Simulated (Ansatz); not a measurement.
System: Br2GeH2.

Input file:

```
crystal:
  periodic: [false, false, false]
  atoms:
    - {symbol: Br, position_ang: [-0.832853, 0.417492, 1.958691]}
    - {symbol: Ge, position_ang: [-0.101294, 0.007794, -0.177726]}
    - {symbol: Br, position_ang: [2.082003, -0.695694, -0.102870]}
    - {symbol: H, position_ang: [-0.151423, 1.321903, -0.958176]}
    - {symbol: H, position_ang: [-0.946633, -1.125094, -0.761218]}
basis:
  gaussian: {orbitals: def2-TZVPP}
hamiltonian: {xc: pbe0, dispersion: d4}
output: {orbitals: {seedname: orbitals}}
```

Command:

```sh
ansatz run in.yaml --threads 2 --pin off --events-out ev --progress --plain --max-ram 32768MiB --backend cpu
```

Geometry: PBE0-D4/def2-TZVP.

Computed with Ansatz 0.2.0, RKS PBE0-D4/def2-TZVPP.

What can the converged electron density and electron localisation function tell about the bonding?

Answer. Ge–Br (2.30 Å): ρ at the midpoint is about 0.71 e/Å³; the ELF peaks at about 0.80 in the valence shell of Br, 1.1 Å from its nucleus, and is about 0.75 at the midpoint.

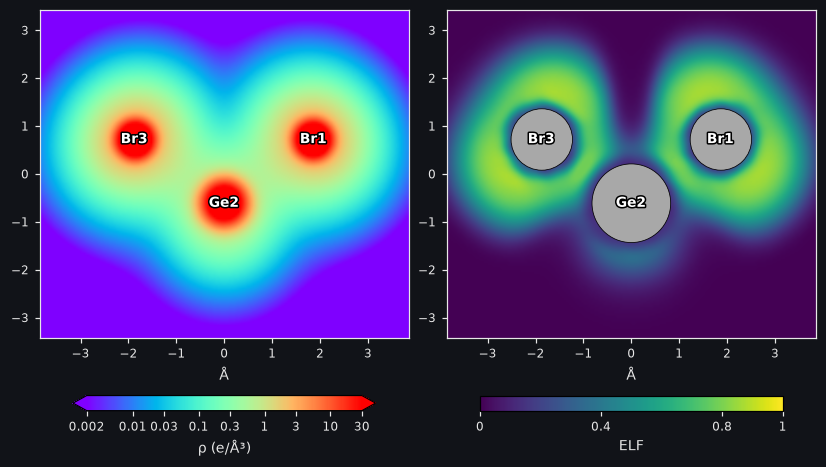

Computed electron density and electron localisation function on the plane of atoms Br1, Ge2 and Br3, in this order. Grey discs cover the atomic cores in the ELF map. 
